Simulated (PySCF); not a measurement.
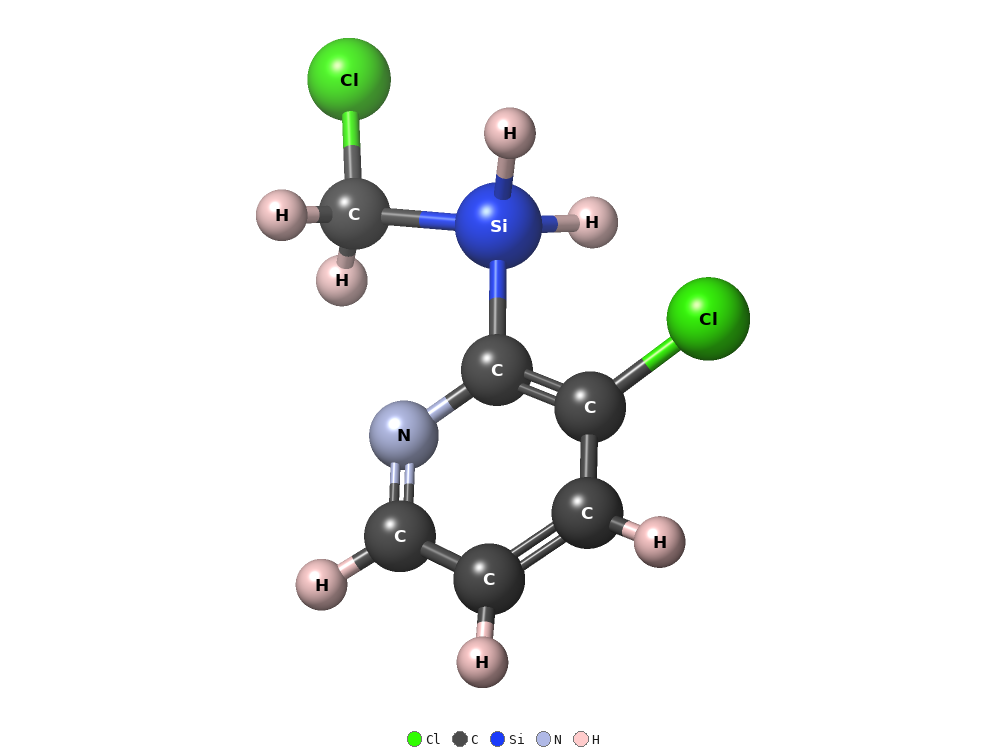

The geometry was computed by an optimisation with GFN2-xTB. No frequency run is at hand to confirm it as a minimum. Method: PBE0/pcSseg-1, gas phase (PySCF 2.14.0).

Computed properties:

The species is C₆H₇Cl₂NSi (`ClC[SiH2]c1ncccc1Cl`).
- dipole moment: 4.45 D
- HOMO energy (Kohn–Sham orbital): −7.63 eV
- LUMO energy (Kohn–Sham orbital): −1.46 eV
- HOMO–LUMO gap: 6.16 eV

The geometry is semi-empirical. Around Si such bond lengths and angles can be off by a tenth of an ångström or more and by several degrees, and values that hang on the shape move with them.
